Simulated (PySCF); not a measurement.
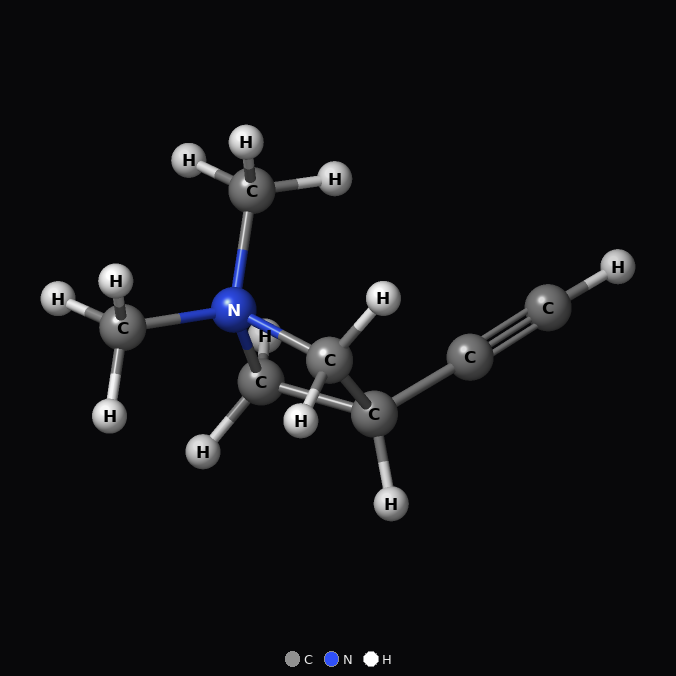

Rendered structure (ball-and-stick style).

State: charge +1, singlet. The computed structure is the end point of a GFN2-xTB optimisation. No frequency run is at hand to confirm it as a minimum.

**Count the atoms of each element.**

C7H12N(+), 20 atoms: 7 carbon, 12 hydrogen and 1 nitrogen.

**What is the point group of this geometry?**

Cs.

The parts below concern this one geometry. Atoms keep their numbers from picture to picture.

### Quadrupole coupling

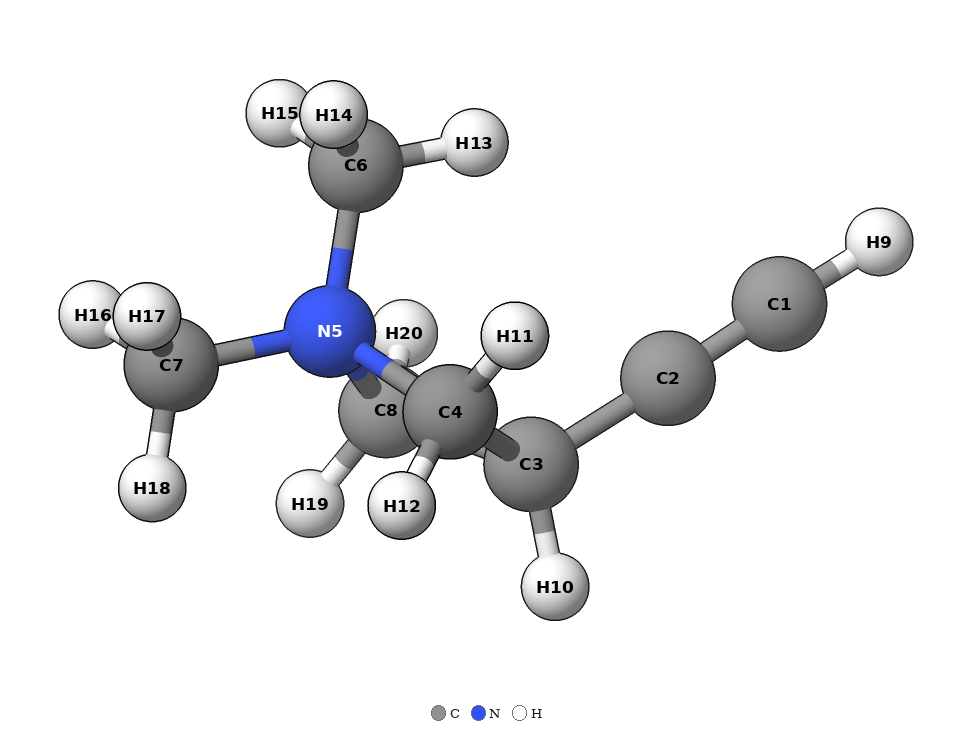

No frequency run is at hand to confirm it as a minimum. Electric field gradients from the ground-state density, PBE0/pcSseg-1 (PySCF 2.14.0), non-relativistic apart from any core potentials.

Give the largest field-gradient component, the quadrupole coupling constant and the asymmetry for 14N at N5 (Q = 20.44 mb), 2H at H9 (Q = 2.86 mb), 2H at H10 (Q = 2.86 mb), 2H at H11 (Q = 2.86 mb), 2H at H12 (Q = 2.86 mb).

```
atom  V_zz (a.u.)  e²qQ/h (MHz)     η
  N5       −0.066        −0.316  0.82
  H9        0.386         0.259  0.00
 H10        0.297         0.200  0.02
 H11        0.293         0.197  0.08
 H12        0.295         0.198  0.07
```

### NMR shielding

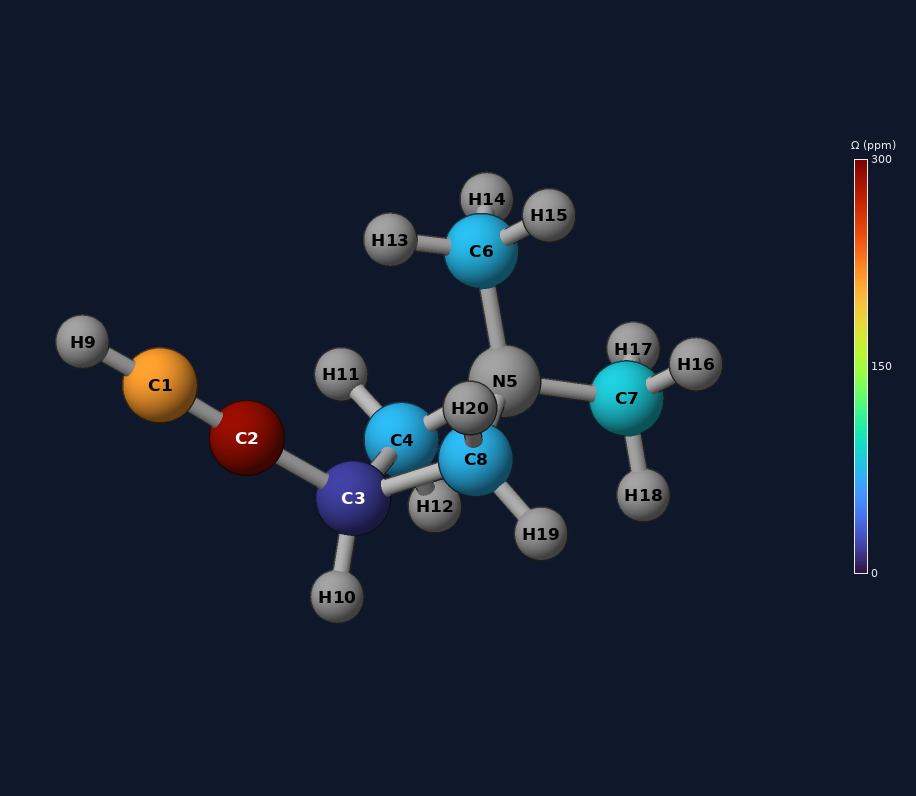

The C atoms are coloured by the span of their shielding tensor. No frequency run is at hand to confirm it as a minimum. Level of theory: GIAO PBE0/pcSseg-1 NMR shielding, non-relativistic, gas phase (PySCF 2.14.0). Principal shieldings σ11 ≤ σ22 ≤ σ33, span Ω = σ33 − σ11, skew κ = 3(σiso − σ22)/Ω.

**Which C atom has the most anisotropic shielding?**

C2, with a span of 289 ppm.

Give the shielding tensors of the C atoms.

```
  atom    σ11    σ22    σ33   σiso      Ω      κ
    C1   27.2   28.2  239.9   98.4  212.7   0.99
    C2    6.2    9.3  295.0  103.5  288.8   0.98
    C3  156.0  173.1  175.3  168.1   19.3  −0.78
C4, C8   87.5   97.6  160.9  115.3   73.4   0.72
    C6  105.4  110.5  181.4  132.4   75.9   0.87
    C7  100.4  113.3  184.0  132.6   83.6   0.69
```

Shieldings and span in ppm.

### Electronic properties

No frequency run is at hand to confirm it as a minimum. Method: PBE0/def2-SVPD, gas phase (PySCF 2.14.0). Excitations: vertical, linear response.

Predict the main results.

- HOMO energy (Kohn–Sham orbital): −11.85 eV
- LUMO energy (Kohn–Sham orbital): −3.81 eV
- HOMO–LUMO gap: 8.03 eV
- mean static polarisability: 78.7 bohr³
- lowest vertical singlet excitation: 6.53 eV
- its oscillator strength: 0.000
- brightest of the 6 lowest singlets: 7.46 eV
- its oscillator strength: 0.06
